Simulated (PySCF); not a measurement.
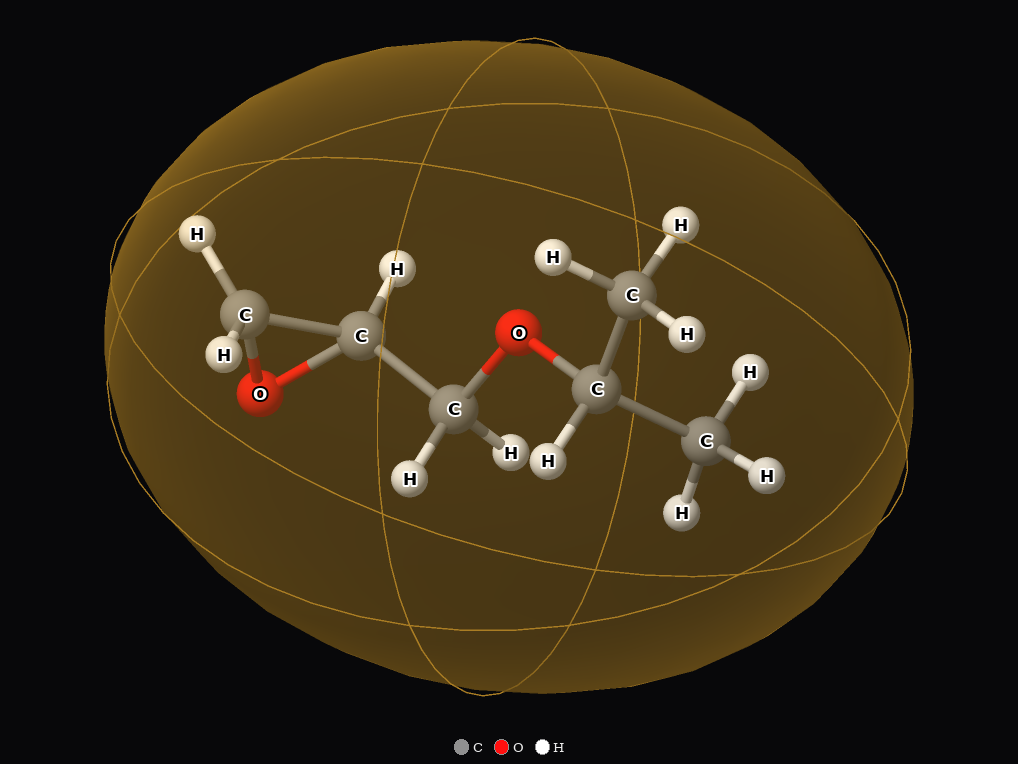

The ellipsoid shows the static dipole polarisability: its half-axes are proportional to the principal values. The computed structure is the end point of a GFN2-xTB optimisation. No frequency run is at hand to confirm it as a minimum. Method: PBE0/def2-SVPD (PySCF 2.14.0).

How large and how anisotropic is the polarisability?

Answer. Principal values 70.0, 77.9, 93.0 bohr³; mean 80.3 bohr³ (11.90 Å³); anisotropy 20.3 bohr³, so the longest axis is 1.33 times the shortest.
